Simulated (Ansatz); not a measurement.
# HBr (hydrogen bromide): CCSDT/STO-3G

What is the vertical singlet–triplet gap of HBr (hydrogen bromide) at CCSDT/STO-3G? 

The calculation is run with Ansatz 0.2.0.

40 further runs of the same task are left out: 4 that didn't finish, 36 set aside as unsound or not needed.

## 1. The structure to begin with

The species is HBr (2 atoms), meant as a singlet with charge 0. SMILES: `Br`. The shape is that of a PBE0-D4/def2-TZVP optimisation.

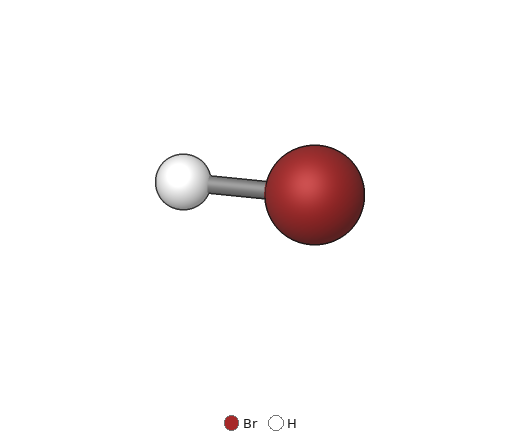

The structure, seen from a chosen angle (bromine red, hydrogen white).

## 2. A single-point energy at CCSDT/STO-3G

File job.yaml:

```yaml
basis:
  gaussian:
    orbitals: STO-3G
crystal:
  periodic: [false, false, false]
  atoms:
    - {symbol: Br, position_ang: [-0.603220, 0.217960, -0.305050]}
    - {symbol: H, position_ang: [0.603220, -0.217960, 0.305050]}
correlation:
  method: ccsdt
  frozen_orbitals: {Br: 9, H: 0}
accuracy: high
scf:
  omitted_lower_state_checks: [cluster_reference, increment]
```

On the command line:

```bash
$ ansatz run job.yaml --threads 1 --pin off --max-ram 3480MiB --events-out events.jsonl --progress --plain --runs-dir runs
```

Standard output, shortened:

```text
Warning: RAYON_NUM_THREADS=1 ignored (pool sized by the plan → 1); use --threads N
Functional definition: HF
  name "HF"
[...]
211 factors; integrals over basis functions are off by at most 9.5e-9 eV
[...]
mean field -69259.18620241 eV, -2545.2281473759 hartree, gradient 2.2e-8 eV, S^2 0.000000; 0 other end points of the search recorded, 0 dependent functions left out
9 core orbitals not correlated: weight in the atoms' cores, before any rotation towards them, 1.000 or more for the frozen orbitals, at most 0.000 for the correlated occupied ones
reference -69259.18620241 eV, -2545.2281473759 hartree; 9, 9 occupied and 1, 1 virtual orbitals, 211 factors
second order -0.36953927 eV of doubles, -0.00000000 eV of singles
cycle   1  -0.48500274 eV  change   -1.2e-1 eV  update   3.0e-2
[...]
cycle  12  -0.55270316 eV  change  -5.0e-10 eV  update  1.1e-10
Total energy: -69259.73890557 eV, -2545.2484588424 hartree
Checks for a lower state left out: cluster_reference, increment
```

It took 0.14 s on 1 thread of Arm Neoverse V1, shared host.

## 3. The triplet

File job.yaml:

```yaml
crystal:
  periodic: [false, false, false]
  atoms:
    - {symbol: Br, position_ang: [-0.603220, 0.217960, -0.305050]}
    - {symbol: H, position_ang: [0.603220, -0.217960, 0.305050]}
basis:
  gaussian: {orbitals: STO-3G}
correlation: {method: ccsdt, frozen_orbitals: {Br: 9, H: 0}}
scf: {omitted_lower_state_checks: [cluster_reference, increment]}
magnetization: {spin_polarized: true, initial_magnetization: 2}
accuracy: high
```

On the command line:

```bash
$ ansatz run job.yaml --threads 1 --pin off --max-ram 3480MiB --events-out events.jsonl --progress --plain --runs-dir runs
```

Standard output, shortened:

```text
Warning: RAYON_NUM_THREADS=1 ignored (pool sized by the plan → 1); use --threads N
[... 2 set-up lines as earlier in the session ...]
[...]
211 factors; integrals over basis functions are off by at most 9.5e-9 eV
[...]
mean field -69250.73514743 eV, -2544.9175768339 hartree, gradient 2.9e-8 eV, S^2 2.000000; 2 other end points of the search recorded, 0 dependent functions left out
9 core orbitals not correlated: weight in the atoms' cores, before any rotation towards them, 1.000 or more for the frozen orbitals, at most 0.000 for the correlated occupied ones
reference -69250.73514743 eV, -2544.9175768339 hartree; 10, 8 occupied and 0, 2 virtual orbitals, 211 factors
second order -0.00010432 eV of doubles, -0.00000000 eV of singles
cycle   1  -0.00010991 eV  change   -5.6e-6 eV  update   1.2e-4
[...]
cycle   7  -0.00011196 eV  change  -3.3e-12 eV  update  5.9e-11
Total energy: -69250.73525939 eV, -2544.9175809484 hartree
Checks for a lower state left out: cluster_reference, increment
```

Run time: 0.28 s. Hardware: 1 thread of Arm Neoverse V1, shared host.

## 4. Summary of results

At CCSDT/STO-3G, 9 core orbitals frozen:

```
                                            quantity           value
                               singlet: total energy  -2545.24846 Eh
singlet: correlation energy (9 core orbitals frozen)       -20.3 mEh
                              singlet: T1 diagnostic           0.003
                               triplet: total energy  -2544.91758 Eh
triplet: correlation energy (9 core orbitals frozen)         0.0 mEh
          triplet: ⟨S²⟩ of the reference determinant           2.000
                              triplet: T1 diagnostic           0.000
    vertical energy of the triplet above the singlet        9.004 eV
```

At this shape the triplet lies 9.00 eV (869 kJ/mol) above the singlet. In a minimal basis such a difference can be off by several eV, whatever the method.
